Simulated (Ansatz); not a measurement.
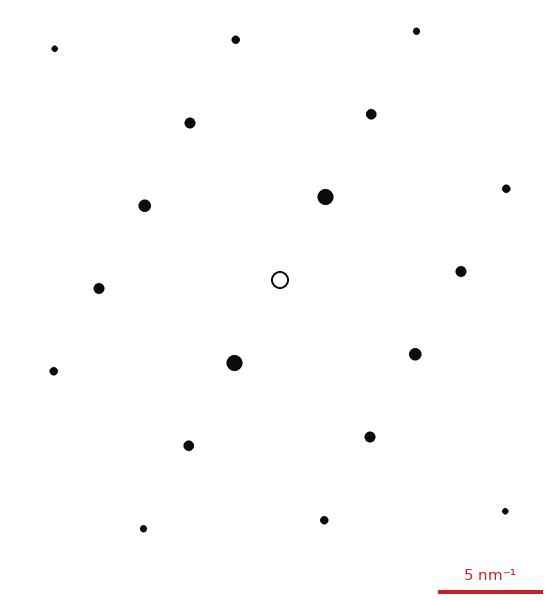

The pattern is a kinematic simulation for 200 kV electrons (no multiple scattering; isotropic B = 1 Å²).

It belongs to Rh, space group Fm-3m (No. 225), a = 3.800 Å. Structure: the input geometry of an electronic-structure calculation (not necessarily at equilibrium).

**Which low-index zone axis gives this pattern?**

The spots form a rectangular net whose two shortest vectors correspond to d = 2.19 Å and 1.34 Å, 90.0° apart. They index as -1 1 1 and 0 -2 2, so the zone axis is [211] (or an equivalent direction of <211>).
